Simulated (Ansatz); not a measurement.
## GeSiH$_{8}$: frequency calculation

GeSiH$_{8}$, computed with RKS CAM-B3LYP/def2-SVP (Ansatz 0.2.0).

It belongs to a series of runs on one base structure; here: vibrations at the highest image of the band.

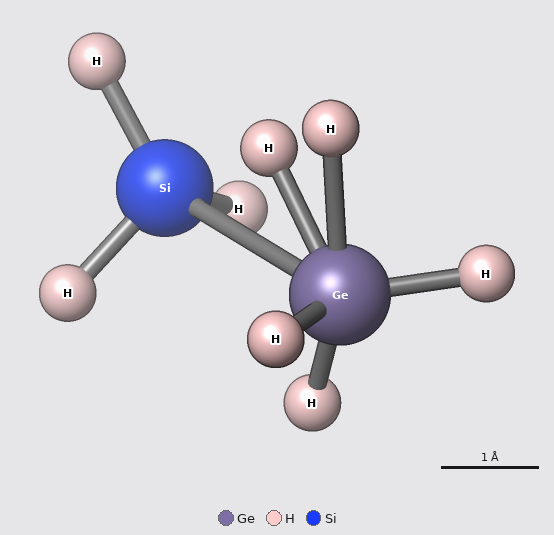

*The structure as given in the input (ball-and-stick view, seen at a tilt). Sticks mark near contacts.*

Input file:
```yaml
crystal:
  periodic: [false, false, false]
  atoms:
    - { symbol: Ge, position_ang: [-0.143995, -0.061376, -0.148918] }
    - { symbol: H, position_ang: [0.374771, -0.653994, 1.517688] }
    - { symbol: H, position_ang: [1.004512, 0.956145, -0.035554] }
    - { symbol: H, position_ang: [-1.160729, 0.607444, -1.154125] }
    - { symbol: H, position_ang: [0.106727, -1.477847, -0.674662] }
    - { symbol: Si, position_ang: [-2.56351, 0.162638, 1.237634] }
    - { symbol: H, position_ang: [-3.372786, -0.561268, 0.214265] }
    - { symbol: H, position_ang: [-3.010178, -0.251315, 2.60455] }
    - { symbol: H, position_ang: [-2.781446, 1.62783, 1.070951] }
    - { symbol: H, position_ang: [-0.716568, -0.348259, 1.440968] }
basis:
  gaussian: { orbitals: def2-SVP }
hamiltonian:
  xc: cam_b3lyp
phonons: {}
```

Command:
```bash
ansatz run input.yaml --threads 4 --pin off --max-ram 5120MiB --backend cpu --events-out ev --progress --plain --runs-dir out
```

Output:
```
Engine: ansatz 0.2.0, x86_64-unknown-linux-gnu
Functional definition: CAM-B3LYP
  parameter alpha = 0.19
  parameter beta = 0.46
  parameter omega = 0.33/bohr
  parameter ac = 0.81
  exchange = (1 - alpha - beta)*b88_x + beta*b88_x_sr(omega) + alpha*exact_x + beta*exact_x_lr(omega)
  correlation = (1 - ac)*vwn5_c + ac*lyp_c
964 factors; integrals over basis functions are off by at most 3.1e-4 eV
337 factors; integrals over basis functions are off by at most 9.3e-7 eV
mean field evaluation 1: about -64514.4853 eV, gradient 1.8e1 eV
mean field evaluation 2: about -64514.7125 eV, gradient 1.6e1 eV
mean field evaluation 4: about -64514.9538 eV, gradient 2.2e-1 eV
mean field evaluation 8: about -64514.9544 eV, gradient 3.0e-3 eV
mean field -64514.95435741 eV, -2370.8808428283 hartree, gradient 3.2e-5 eV, S^2 0.000000; 0 other end points of the search recorded, 0 dependent functions left out
the calculation of the forces begins
reference -64514.95449319 eV, -2370.8808478178 hartree; 27, 27 occupied and 63, 63 virtual orbitals, 964 factors
these checks for a lower state are left out or cut short: stability, starts, cluster_reference, orbital_swaps, neighbouring_geometries, increment
964 factors; integrals over basis functions are off by at most 3.1e-4 eV
337 factors; integrals over basis functions are off by at most 9.2e-7 eV
mean field evaluation 16: about -64514.9542 eV, gradient 1.3e-1 eV
mean field -64514.95425425 eV, -2370.8808390369 hartree, gradient 1.7e-6 eV, S^2 0.000000; 0 other end points of the search recorded, 0 dependent functions left out
[... from here on the field's lines of each further geometry are left out, up to the last ...]
the calculation of the forces begins
reference -64514.95445270 eV, -2370.8808463300 hartree; 27, 27 occupied and 63, 63 virtual orbitals, 964 factors
these checks for a lower state are left out or cut short: stability, starts, cluster_reference, orbital_swaps, neighbouring_geometries, increment
964 factors; integrals over basis functions are off by at most 3.1e-4 eV
337 factors; integrals over basis functions are off by at most 9.3e-7 eV
mean field -64514.95433888 eV, -2370.8808421473 hartree, gradient 1.8e-6 eV, S^2 0.000000; 0 other end points of the search recorded, 0 dependent functions left out
the calculation of the forces begins
reference -64514.95447465 eV, -2370.8808471366 hartree; 27, 27 occupied and 63, 63 virtual orbitals, 964 factors
WARN: phonons: modes at or below zero, which the zero-point energy, F, S and C_V leave out: 1, the lowest at -1988.19 cm⁻¹. A minimum has none, and a first-order saddle one
Total energy: -64514.95449319 eV, -2370.8808478178 hartree
Atom 0 at    -0.143995    -0.061376    -0.148918 Å, force    -0.020326     0.043442     0.010090 eV/Å
Atom 1 at     0.374771    -0.653994     1.517688 Å, force    -0.026775    -0.028026     0.018005 eV/Å
Atom 2 at     1.004512     0.956145    -0.035554 Å, force    -0.006314    -0.005438     0.003176 eV/Å
Atom 3 at    -1.160729     0.607444    -1.154125 Å, force    -0.003425     0.003333    -0.031788 eV/Å
Atom 4 at     0.106727    -1.477847    -0.674662 Å, force     0.005453    -0.007876     0.005718 eV/Å
Atom 5 at    -2.563510     0.162638     1.237634 Å, force    -0.023822    -0.031364    -0.013470 eV/Å
Atom 6 at    -3.372786    -0.561268     0.214265 Å, force     0.007586     0.007356     0.017900 eV/Å
Atom 7 at    -3.010178    -0.251315     2.604550 Å, force     0.006694     0.008398    -0.002953 eV/Å
Atom 8 at    -2.781446     1.627830     1.070951 Å, force     0.004783     0.007308    -0.002259 eV/Å
Atom 9 at    -0.716568    -0.348259     1.440968 Å, force     0.056146     0.002868    -0.004419 eV/Å
Dipole moment:     0.127358    -0.014212    -0.101334 e Å
Vibrations: -1988.19 102.77 183.33 195.02 339.57 372.85 661.79 729.42 809.71 824.62 903.47 941.65 945.08 994.28 1087.06 1116.70 1371.50 1740.83 1925.47 2143.67 2193.22 2205.10 2231.92 2243.34 cm⁻¹, zero-point energy 1.628060 eV
```

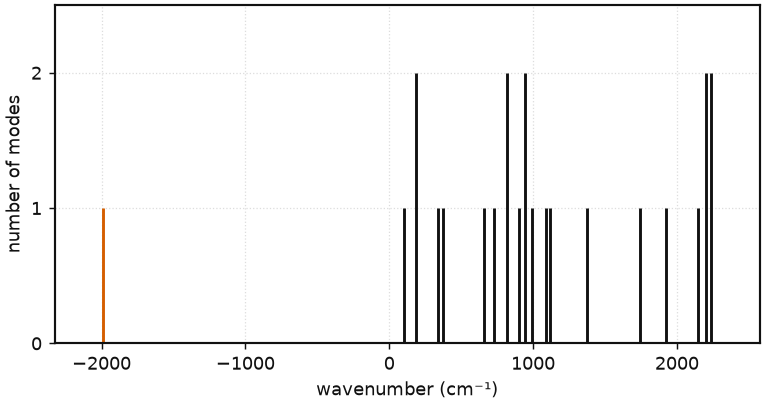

*Harmonic vibrational wavenumbers from the force constants; neighbouring modes closer than 19 cm⁻¹ are counted in one stick, and imaginary ones are drawn at negative wavenumbers.*

24 modes from 1988i to 2243 cm⁻¹, 1 imaginary beyond 8i (1988i cm⁻¹): a first-order saddle point, if the geometry is stationary.

Results in brief:

| quantity | value |
| --- | --- |
| outcome | converged |
| total energy | −64514.9545 eV |
| mean-field energy | −64514.9545 eV |
| largest force (length of the vector) | 0.056 eV/Å |
| hardware | 4 threads of AMD EPYC (Zen 3), 32 GiB of memory available, shared host |
| wall time | 54 s (CPU time 3.1 min) |
| peak memory | 0.23 GiB |
